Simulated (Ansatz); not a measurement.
# UBCCD(T)/3-21G run of PH2 (SMILES [PH2])

What is the electronic atomisation energy of PH2 at UBCCD(T)/3-21G? 

The calculation is run with Ansatz 0.2.0.

39 further runs of the same task are left out: 39 set aside as unsound or not needed.

**1. The molecule**

The species is PH2 (3 atoms), meant as a doublet with charge 0. As SMILES, `[PH2]`. Geometry: relaxed at PBE0-D4/def2-TZVP.

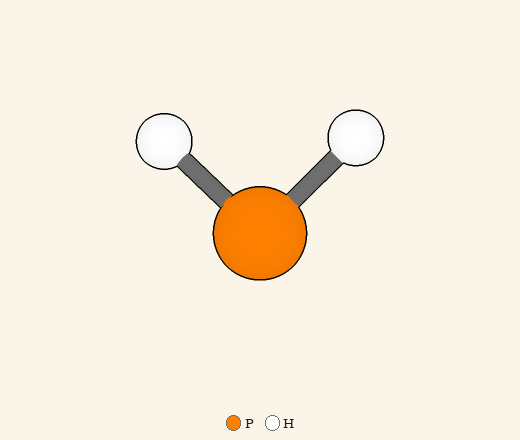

Viewed from a chosen angle; phosphorus orange, hydrogen white.

**2. The energy at UBCCD(T)/3-21G**

The input, run.yaml:

```yaml
crystal:
  periodic: [false, false, false]
  atoms:
    - {symbol: P, position_ang: [0.525730, -0.309370, 0.258210]}
    - {symbol: H, position_ang: [0.114640, 1.051490, 0.176750]}
    - {symbol: H, position_ang: [-0.640370, -0.742120, -0.434970]}
basis:
  gaussian: {orbitals: 3-21G.json}
magnetization: {spin_polarized: true, initial_magnetization: 1}
correlation: {method: bccd_t, frozen_orbitals: {H: 0, P: 5}}
accuracy: high
scf: {omitted_lower_state_checks: [cluster_reference, increment]}
```

The basis set 3-21G is read from a file made from the Basis Set Exchange's data (not shown).

Run with:

```console
$ ansatz run run.yaml --threads 1 --pin off --max-ram 3480MiB --events-out events.jsonl --progress --plain --runs-dir runs
```

What it wrote:

```text
Warning: RAYON_NUM_THREADS=1 ignored (pool sized by the plan → 1); use --threads N
Functional definition: HF
  name "HF"
  exchange = exact_x
  correlation = 0
these checks for a lower state are left out or cut short: cluster_reference, increment
323 factors; integrals over basis functions are off by at most 2.1e-9 eV
mean field evaluation 1: about -9254.8355 eV, gradient 5.3e0 eV
mean field evaluation 2: about -9254.8350 eV, gradient 5.3e0 eV
mean field evaluation 4: about -9255.1140 eV, gradient 4.0e-1 eV
mean field evaluation 8: about -9255.1180 eV, gradient 1.2e-2 eV
mean field -9255.11795792 eV, -340.1193116092 hartree, gradient 2.6e-8 eV, S^2 0.757622; 0 other end points of the search recorded, 0 dependent functions left out
5 core orbitals not correlated: weight in the atoms' cores, before any rotation towards them, 1.000 or more for the frozen orbitals, at most 0.000 for the correlated occupied ones
reference -9255.11795792 eV, -340.1193116092 hartree; 4, 3 occupied and 8, 9 virtual orbitals, 323 factors
second order -1.33680233 eV of doubles, -0.00000000 eV of singles
cycle   1  -1.65200287 eV  change   -3.2e-1 eV  update   4.5e-2
cycle   2  -1.79595123 eV  change   -1.4e-1 eV  update   1.8e-2
cycle   3  -1.80185739 eV  change   -5.9e-3 eV  update   4.8e-3
cycle   4  -1.80328278 eV  change   -1.4e-3 eV  update   1.8e-3
cycle   5  -1.80295318 eV  change    3.3e-4 eV  update   5.4e-4
cycle   6  -1.80318290 eV  change   -2.3e-4 eV  update   1.9e-4
cycle   7  -1.80323685 eV  change   -5.4e-5 eV  update   6.0e-5
cycle   8  -1.80321338 eV  change    2.3e-5 eV  update   1.2e-5
cycle   9  -1.80322120 eV  change   -7.8e-6 eV  update   3.4e-6
cycle  10  -1.80321928 eV  change    1.9e-6 eV  update   1.0e-6
cycle  11  -1.80321917 eV  change    1.1e-7 eV  update   1.7e-7
cycle  12  -1.80321920 eV  change   -3.6e-8 eV  update   5.7e-8
cycle  13  -1.80321923 eV  change   -3.1e-8 eV  update   2.2e-8
cycle  14  -1.80321925 eV  change   -1.9e-8 eV  update   1.3e-8
cycle  15  -1.80321897 eV  change    2.8e-7 eV  update   5.5e-8
cycle  16  -1.80321886 eV  change    1.1e-7 eV  update   1.9e-8
cycle  17  -1.80321885 eV  change    7.1e-9 eV  update   4.5e-9
cycle  18  -1.80321885 eV  change   7.4e-10 eV  update   2.2e-9
cycle  19  -1.80321885 eV  change  -1.5e-11 eV  update  8.7e-10
perturbative correction -0.01448078 eV, -0.0005321587 hartree
Total energy: -9256.93565755 eV, -340.1861108385 hartree
Checks for a lower state left out: cluster_reference, increment
```

It took 0.46 s on 1 thread of Arm Neoverse V1, shared host.

**3. The H atom: a single-point energy at UHF/3-21G**

The input, molecule.yaml:

```yaml
crystal:
  periodic: [false, false, false]
  atoms:
    - {symbol: H, position_ang: [0.000000, 0.000000, 0.000000]}
basis:
  gaussian:
    orbitals: 3-21G.json
magnetization:
  spin_polarized: true
  initial_magnetization: 1
hamiltonian:
  xc: hf
accuracy: high
```

The basis set 3-21G is read from a file made from the Basis Set Exchange's data (not shown).

Run the same way, it converges to -0.49620 Eh (log not shown).

**4. The P atom**

The input, input.yaml:

```yaml
crystal:
  periodic: [false, false, false]
  atoms:
    - {symbol: P, position_ang: [0.000000, 0.000000, 0.000000]}
basis:
  gaussian:
    orbitals: 3-21G.json
correlation:
  method: bccd_t
  frozen_orbitals: {P: 5}
accuracy: high
scf:
  omitted_lower_state_checks: [cluster_reference, increment]
magnetization:
  spin_polarized: true
  initial_magnetization: 3
```

The basis set 3-21G is read from a file made from the Basis Set Exchange's data (not shown).

Run the same way, it converges to -339.01764 Eh (log not shown).

**5. Outcome**

Level: UBCCD(T)/3-21G, 5 core orbitals frozen.

```
                                             quantity          value
                               molecule: total energy  -340.18611 Eh
molecule: correlation energy (5 core orbitals frozen)      -66.8 mEh
                             molecule: (T) correction      -0.53 mEh
          molecule: ⟨S²⟩ of the reference determinant          0.758
                                 H atom: total energy    -0.49620 Eh
                                         H atom: ⟨S²⟩          0.750
                                 P atom: total energy  -339.01764 Eh
  P atom: correlation energy (5 core orbitals frozen)      -17.6 mEh
                               P atom: (T) correction      -0.04 mEh
            P atom: ⟨S²⟩ of the reference determinant          3.750
                        electronic atomisation energy       4.791 eV
```

What this shows: Taking the molecule apart into free atoms costs 4.79 eV (462 kJ/mol), before zero-point energy and without spin-orbit coupling. The basis has no polarisation functions, which makes bonds too weak. The triples (molecule) make up 0.8 % of the correlation energy. The triples (P atom) make up 0.2 % of the correlation energy.
